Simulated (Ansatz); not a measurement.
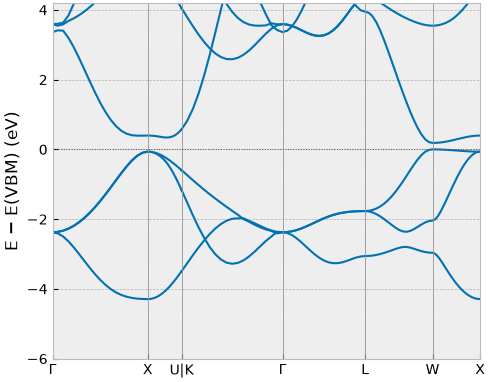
Fig. 1. Band structure from the program Ansatz at the PBEsol level (PAW)

### Question
Read off the gap and where the band edges lie.

### Answer
About 0.2 eV (0.19 eV by a search for the band edges); maximum at W, minimum at W.

### Question
Pick the material that matches.
A) BAs, zinc blende
B) Be2C, fluorite or antifluorite type
C) YN, zinc blende
D) HfC, zinc blende

### Answer
D, HfC, zinc blende

Space group F-43m (zinc blende). The start of the workflow was typed in or built on a structure type; neither database checked (COD, Materials Project) lists it. It is not the phase usual at ambient conditions (space group No. 225). Symmetry was held in the PBEsol relaxation; whether a distortion lowers the energy is not shown. No spin polarisation was allowed. Spin–orbit coupling is left out wherever it is not named.

Potentials: the later of the program's two PAW sets.
